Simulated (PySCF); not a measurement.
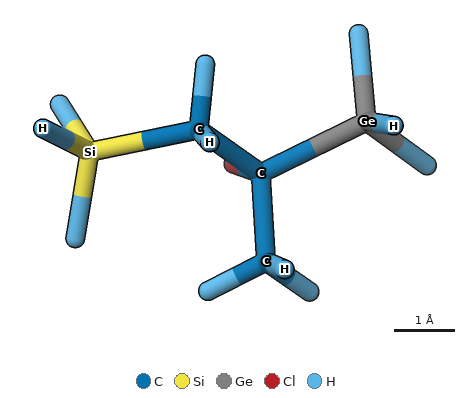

Fig. 1: The input geometry (stick view, seen on its broad side). Sticks mark near contacts.

# Run report: C$_{3}$H$_{11}$ClGeSi, excited-state calculation

C$_{3}$H$_{11}$ClGeSi, computed with TDDFT CAM-B3LYP/def2-SVPD, vertical, gas phase, core orbitals frozen in the response (PySCF 2.14.0).

The geometry comes from this level: PBE0-D3(BJ)/def2-SVP.

The input
```
{"job": {"kind": "uv", "xc": "CAM-B3LYP", "basis": "def2-SVPD", "nstates": 6, "ntriplets": 2, "ip": true}, "charge": 0, "multiplicity": 1}
C     -0.289644    -0.466646     0.833249
C     -0.562510    -1.747669     0.065595
C      0.510206     0.554374     0.029776
Si     2.341725     0.152635    -0.306429
Ge    -1.974166     0.326367     1.519845
Cl     0.668033    -0.900589     2.330064
H     -1.105324    -2.475662     0.685197
H     -1.174045    -1.525503    -0.824175
H      0.374416    -2.218143    -0.271112
H      0.007628     0.708667    -0.941094
H      0.506933     1.535389     0.536109
H      2.553502    -1.287320    -0.641553
H      3.205372     0.524908     0.849791
H      2.761786     0.969425    -1.488480
H     -1.629211     1.563666     2.363871
H     -2.841972     0.747357     0.313415
H     -2.731532    -0.713780     2.361702
```

The first line tells a small driver script what to run in PySCF; the rest is the geometry in Å.

Machine: 1 CPU thread, shared host.

Launch command:
```bash
OMP_NUM_THREADS=1 python <driver script> task.json out
```

Log
```
coarse grid: 62880 points
cycle   1  E = -2947.0636060410  dE = -3.756e-01  |g| = 4.910e-01  |ddm| = 5.512e+00
cycle   2  E = -2947.0751189547  dE = -1.151e-02  |g| = 4.802e-01  |ddm| = 1.566e+00
cycle   3  E = -2947.1098596293  dE = -3.474e-02  |g| = 4.521e-02  |ddm| = 7.019e-01
cycle   4  E = -2947.1102325728  dE = -3.729e-04  |g| = 3.216e-02  |ddm| = 1.572e-01
cycle   5  E = -2947.1104923606  dE = -2.598e-04  |g| = 5.392e-03  |ddm| = 6.252e-02
cycle   6  E = -2947.1105000219  dE = -7.661e-06  |g| = 1.142e-03  |ddm| = 1.575e-02
final grid: 129432 points
cycle   7  E = -2947.1104877534  dE = -3.224e-07  |g| = 9.601e-04  |ddm| = 8.798e-03
cycle   8  E = -2947.1104877584  dE = -4.988e-09  |g| = 1.019e-03  |ddm| = 3.391e-03
cycle   9  E = -2947.1104879506  dE = -1.922e-07  |g| = 1.061e-04  |ddm| = 1.585e-03
cycle  10  E = -2947.1104879540  dE = -3.382e-09  |g| = 3.329e-05  |ddm| = 3.065e-04
cycle  11  E = -2947.1104879545  dE = -5.125e-10  |g| = 1.440e-05  |ddm| = 1.468e-04
```

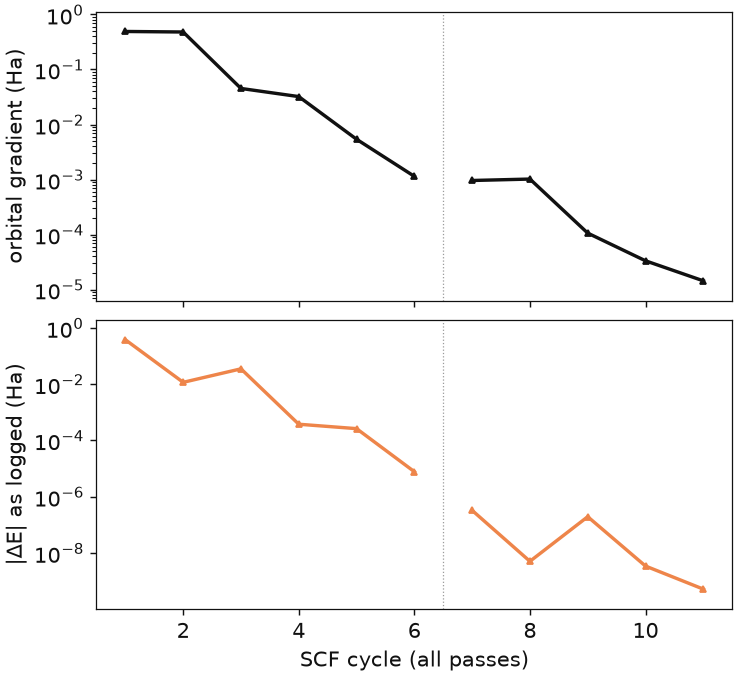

Fig. 2: Convergence of the self-consistent field: orbital gradient and size of the energy change against the SCF cycle. The dotted line marks the change from a coarse to the final integration grid. The first 6 cycles use a coarse grid, the final grid takes over at cycle 7, and the field converges after 11 cycles in all.

```
converged SCF energy = -2947.1104879545

Static polarisability (au): isotropic 110.110, principal 98.899 105.729 125.702

Singlet excitations
state   eV       nm        f      main configurations
  1   6.5335    189.8   0.01409   H->L+1 0.69
  2   7.1284    173.9   0.00845   H->L 0.76, H->L+1 0.10
  3   7.1490    173.4   0.00149   H-1->L+1 0.65
  4   7.7361    160.3   0.27889   H->L+2 0.51, H->L+3 0.20, H->L 0.13
  5   7.8486    158.0   0.07230   H-2->L+1 0.55, H->L+2 0.10
  6   7.9658    155.6   0.04144   H->L+3 0.43, H->L+4 0.16, H->L+2 0.11

Triplet excitations (Tamm-Dancoff, eV): 5.8848 6.4887
Vertical ionisation energy (delta-SCF) = 9.6497 eV
```

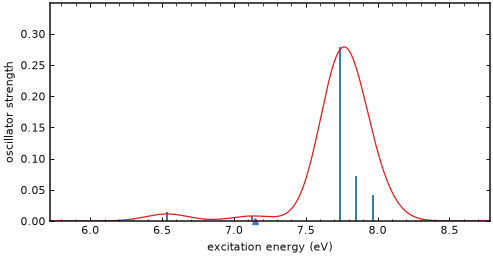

Fig. 3: Computed excitations as sticks (degenerate states added up, dark ones marked on the axis), with a Gaussian envelope of 0.35 eV full width at half maximum, scaled to the tallest. Of the 6 states the lowest lies at 6.53 eV (f = 0.014); the strongest line is at 7.74 eV, or 160 nm (f = 0.279).

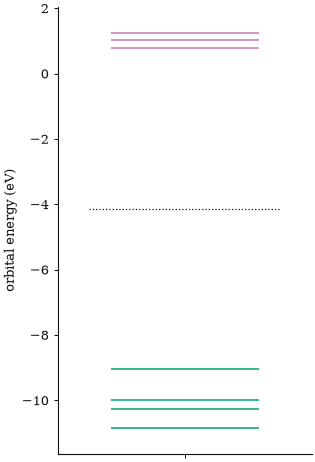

Fig. 4: Orbital energies near the frontier; the dotted line parts filled from empty levels, and levels within 0.02 eV of each other stand side by side. Highest filled −9.04 eV, lowest empty 0.78 eV, 9.82 eV apart.

Results in brief

- outcome: converged
- total energy: −2947.110488 hartree
- HOMO: −9.04 eV
- LUMO: 0.78 eV
- dipole moment: 1.98 D
- mean polarisability: 110.11 a.u.
- vertical ionisation energy: 9.65 eV
- lowest singlet excitation: 6.53 eV
- wall time: 3.6 min
- peak memory: 1.3 GiB

Remarks

Spin–orbit coupling is left out, which matters for the heavy atoms.
